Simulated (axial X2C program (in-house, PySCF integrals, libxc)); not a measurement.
BaI: relativistic diatomic calculation

- system: BaI, single determinant with Ω = 1/2.
- method: PBE0, two-component X2C with atomic mean-field Coulomb and Gaunt terms, Ba dyall-v2z, I dyall-v2z (cores contracted) (axial X2C program (in-house, PySCF integrals, libxc))

**Input file**
```
{"zs": [56, 53], "q": 0, "bas": ["dyall-v2z", "dyall-v2z"], "levels": ["PBE0", "HF", "M06", "BHandHLYP"], "cc": false, "r0": 1.81, "npts": 10, "nst": 2, "ntry": 6}
```

The line is the task of a batch: nuclear charges, charge, bases, the levels to run, a first guess of the distance and further settings. This report covers PBE0 with spin-orbit coupling. The log is that of the reference distance 3.134 Å, started from orbitals converged before.

Launched within a batch (the task file carries these settings):
```bash
python <driver script> task.json out
```

**Output**
```
two-component X2C + atomic mean field  PBE0
basis functions 162  fitting functions 884  grid points 5804
iter        total energy     max residual
   1     -15243.576450395     5.08e-06
   2     -15243.576450397     4.99e-06
   3     -15243.576450398     1.48e-06
converged
one-electron -21843.07073967  Coulomb 6490.46559782  exact exchange -94.28232256  xc functional -288.24814015  nuclear repulsion 501.14804148  atomic mean-field constant -9.58888733
```

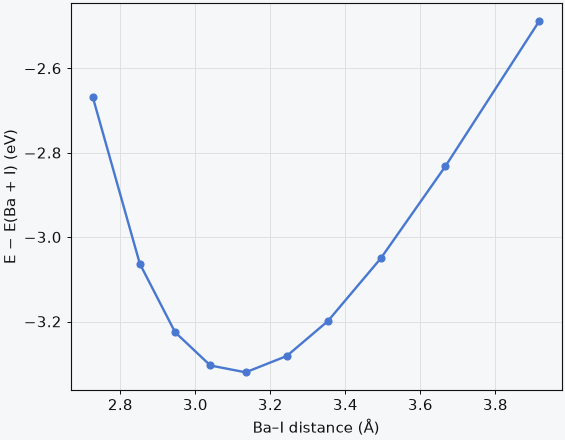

Figure 1. Energy at 10 bond lengths, for one set of occupations held fixed; the line joins the points. A polynomial of degree 6 through 9 points gives rₑ = 3.116 Å, ωₑ = 150.8 cm⁻¹, ωₑxₑ = 0.26 cm⁻¹ and Bₑ = 0.02628 cm⁻¹. The minimum lies 3.32 eV below Ba + I, each computed as one determinant at the same level.

**Outcome**

```
                 quantity                      value
                  outcome                  converged
           bond length rₑ                    3.116 Å
                       ωₑ                 150.8 cm⁻¹
    energy at the minimum       −15243.57649 hartree
depth below the fragments                    3.32 eV
                 hardware  1 CPU thread, shared host
                wall time                       14 s
```

**What is odd here**

The input is odd on purpose: far start. The program ran to the end. Its numbers are those of the input as typed; this run alone doesn't show how far the oddity moves them.
